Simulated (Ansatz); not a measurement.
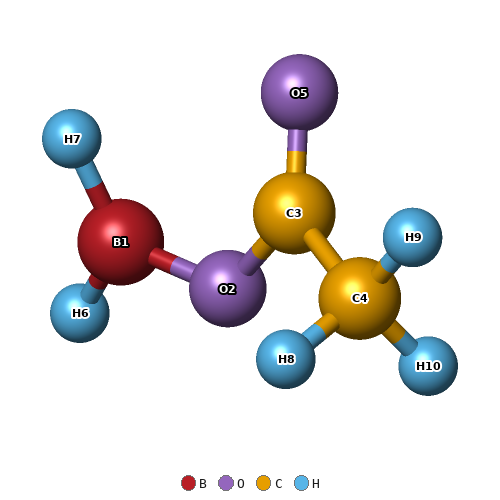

The system is C₂H₅BO₂, SMILES BOC(C)=O; the picture shows the grid point nearest to the relaxed geometry. Two internal coordinates are moved rigidly from the geometry relaxed at PBE0-D4/def2-TZVP, all others fixed. Coordinates scanned: (1) bond C3–O5; (2) angle H10–C4–H8. The grid has 5 × 5 points. Points are written as (first, second). Energies are in kJ/mol, from the lowest grid point. Computed with RKS PBE-D4/def2-TZVPP (Ansatz 0.2.0).

Its coordinates:

```xyz
10

B    -0.3495    1.7772   -0.8692
O    -0.6107    0.5819   -0.2657
C     0.3041   -0.4476   -0.2417
C     0.0871   -1.3257    0.9449
O     1.1363   -0.6038   -1.1159
H    -1.2685    2.5370   -0.9217
H     0.7459    2.0257   -1.2698
H     0.1759   -0.7378    1.8609
H     0.8099   -2.1372    0.9436
H    -0.9294   -1.7240    0.9185
```

Range: bond C3–O5 from 1.072 to 1.429 Å; angle H10–C4–H8 from 77 to 137°.

### What will the energy surface look like?

The lowest grid point is at (1.217 Å, 107°). It is the only kind of minimum in the scanned range. The highest grid point, (1.429 Å, 77°), lies 182 kJ/mol above the lowest. Round the minimum the two coordinates are nearly uncoupled.

```
angle H10–C4–H8 ↓, bond C3–O5 →  1.072  1.130  1.217  1.317  1.429
                            137    159     90     63     99    180
                            122    111     42     16     53    135
                            107     94     26      0     37    120
                             92    109     41     15     53    135
                             77    154     86     61     99    182
```

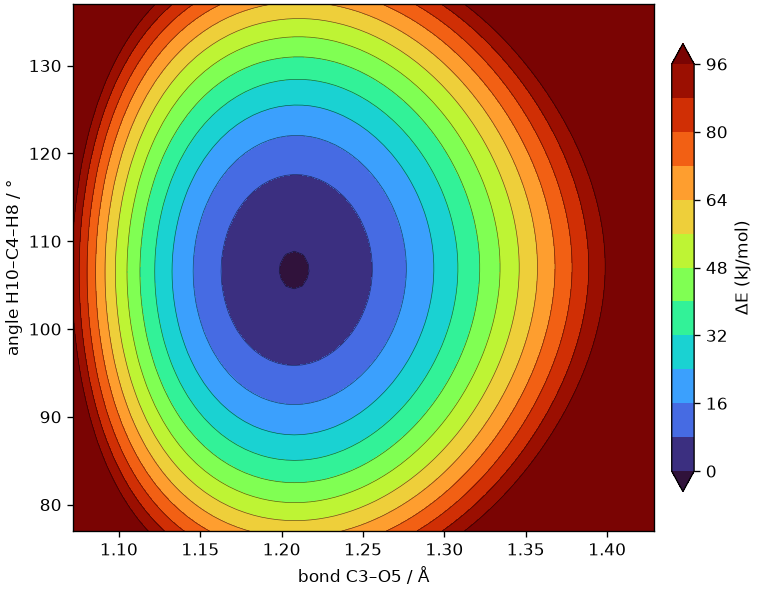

The picture shows filled contours, one colour for all values above the top of the scale. Between grid points the surface is interpolated.
